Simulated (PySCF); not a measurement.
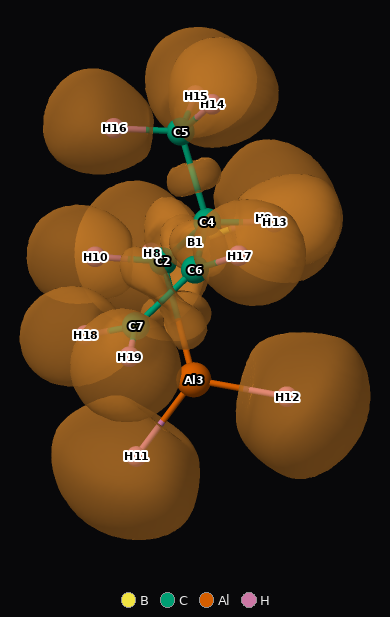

The picture shows: C₅H₁₂AlB. Isosurface of the electron localisation function at 0.8 (orange), seen at an oblique angle. Core shells and regions of very low density are left out.

Geometry: GFN2-xTB.

Computed with PySCF 2.14.0, PBE0/pcSseg-1, SCF density, gas phase, non-relativistic.

| atom | x (Å) | y (Å) | z (Å) |
| --- | --- | --- | --- |
| B | -1.6255 | -1.7038 | -0.4123 |
| C | -0.4501 | -0.7340 | -0.4676 |
| Al | -1.0305 | 1.0337 | -1.3016 |
| C | 0.0398 | -0.0860 | 0.8392 |
| C | 0.9142 | -1.0484 | 1.6524 |
| C | 0.7786 | 1.2000 | 0.6207 |
| C | 1.3011 | 1.6007 | -0.5387 |
| H | -1.8055 | -2.4569 | -1.2956 |
| H | -2.3775 | -1.6928 | 0.4912 |
| H | 0.3990 | -1.0933 | -1.0682 |
| H | -0.8276 | 1.4509 | -2.7780 |
| H | -1.9557 | 1.9385 | -0.4412 |
| H | -0.8381 | 0.1601 | 1.4529 |
| H | 1.2587 | -0.5811 | 2.5737 |
| H | 0.3435 | -1.9394 | 1.9005 |
| H | 1.7844 | -1.3449 | 1.0697 |
| H | 0.8777 | 1.8339 | 1.4945 |
| H | 1.3589 | 0.9440 | -1.4012 |
| H | 1.8449 | 2.5280 | -0.6214 |

**Identify the bonds, lone pairs and shells in this picture.**

At this value the surface marks out one region between bonded B–C atoms (shared pairs), four regions between bonded C–C atoms (shared pairs) and twelve regions around hydrogen nuclei. Profiles from the grid: C–C (1.33 Å): the ELF peaks at about 0.90 between the atoms: a short, multiple covalent bond. C–B (1.52 Å): the ELF peaks at about 0.95 between the atoms: localised, covalent bonding.
